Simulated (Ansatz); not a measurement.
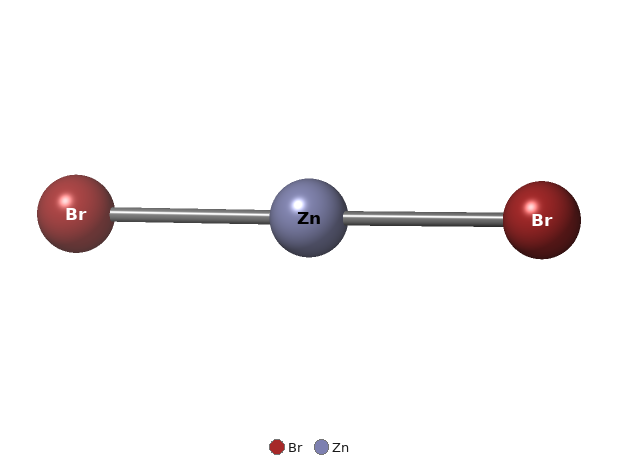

Charge 0, singlet. Computed geometry: PBE-D4/def2-SVP optimisation. No frequency run is at hand to confirm it as a minimum.

> What is the coordination number of the metal, and which atoms bind to it?

Zn binds 2 atoms: 2 Br at 2.24 Å. The arrangement is linear.

> What are the formal oxidation state of the metal and its number of d electrons?

Zn(II), d¹⁰, counting the ligands as closed-shell ions or neutral donors.
